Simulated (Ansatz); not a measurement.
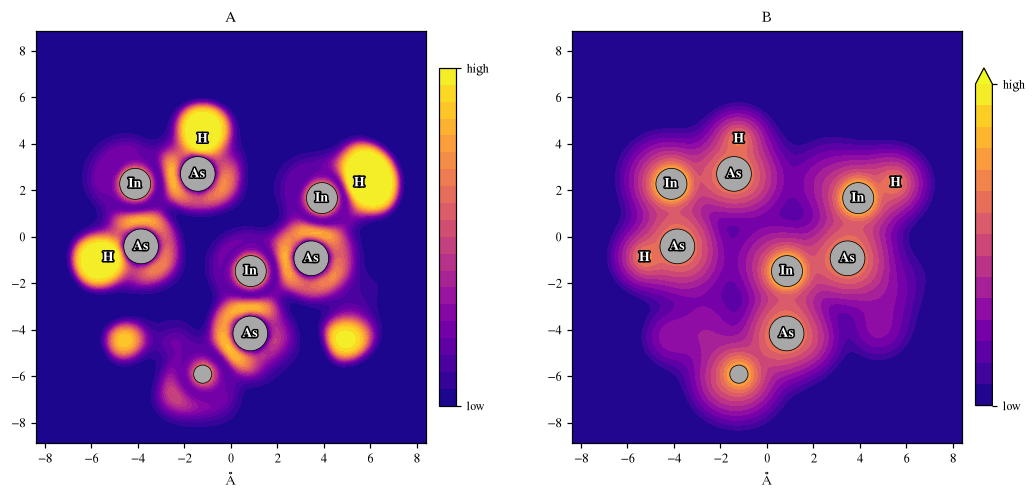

As10H28In10: 2 fields on the plane of atoms In4, As12 and In6, with unlabelled colour scales. Grey discs cover the atomic cores.

Geometry: r2SCAN-D4/def2-SVP; core potentials replace the inner electrons of In.

These are results of RKS PBE0-D4/def2-TZVP in Ansatz 0.2.0, not measurements.

Q: Match the panels to the quantities (electron density and electron localisation function).

A: Panel A: electron localisation function. Panel B: electron density. From the grid: In–As (2.63 Å): ρ at the midpoint is about 0.43 e/Å³; the ELF peaks at about 0.80 between the atoms (a covalent bond). As–H (1.52 Å): ρ is about 1.1 e/Å³ halfway; the ELF climbs to about 1 towards the hydrogen, as it does in any bond to H.
